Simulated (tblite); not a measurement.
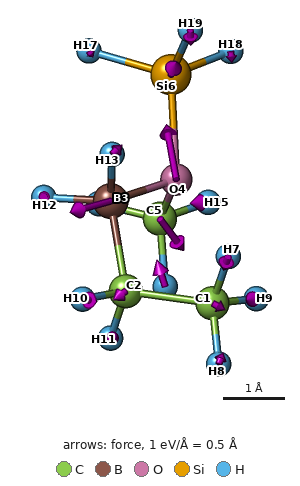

Starting geometry of C3H13BOSi with the computed forces as purple arrows. The picture is a ball-and-stick view, seen from a free direction.

Computed with GFN2-xTB geometry optimisation, gas phase in tblite. 

Q: What follows when this structure is relaxed?

A: It isn't relaxed: the largest force vector, on the O atom, is 2.51 eV/Å. The final displacements have little in common with the starting forces (cosine between the two patterns 0.21). Over 137 geometry steps the energy falls by 0.730 eV. The largest move after the best rigid fit is that of an H atom, 1.29 Å. By element the largest moves are H 1.29 Å, O 0.60 Å, B 0.46 Å, Si 0.42 Å, C 0.41 Å. Some distances before and after: B–O 1.523 → 1.651 Å, O–Si 1.746 → 1.657 Å, C–H 1.122 → 1.091 Å, H–Si 1.481 → 1.456 Å. Bond angles that change, for instance: C–O–Si 107.3° → 127.1°, B–O–Si 107.4° → 118.7°, O–B–H 110.6° → 102.1°. The run took 1.4 s on 1 thread of Arm Neoverse N1, on a shared host.
